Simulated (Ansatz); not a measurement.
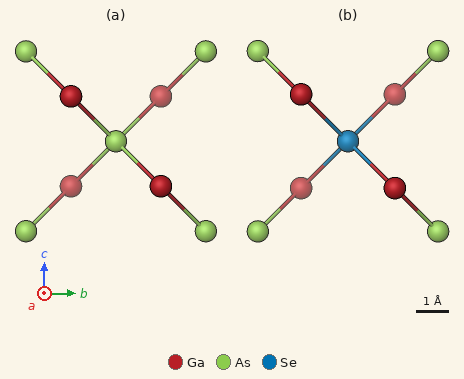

Left: perfect GaAs. Right: the same region with one point defect, after relaxing the atoms in a supercell of 54 sites. A ball-and-stick model of the atoms within 4.6 Å of one point, in a slice 5.0 Å thick across the line of sight, seen along the a axis.

These are results of Ansatz, DFT, PBE, plane-wave PAW, default files, scalar-relativistic, frozen cores, not measurements. Set-up: plane-wave cutoff 420 eV; k-point mesh 3 × 3 × 3; occupations fermi dirac; smearing width 0.01 eV; no spin polarisation. A uniform background neutralises the charged cell. The axes drawn are those of the host's conventional cell.

**Which defect is it?**

An arsenic atom is replaced by selenium.

The charge state of the cell is +1.

**How does the lattice respond?**

In the host the As atom has 4 Ga at 2.45 Å; the Se atom ends with 4 Ga at 2.55 Å. Of the host's atoms, a gallium atom moves furthest from its site, by 0.10 Å. Relaxing the atoms from the host's sites lowers the energy by 0.23 eV.

Limits of the set-up: the cell is charged, on a uniform background, and energies carry no finite-size correction.
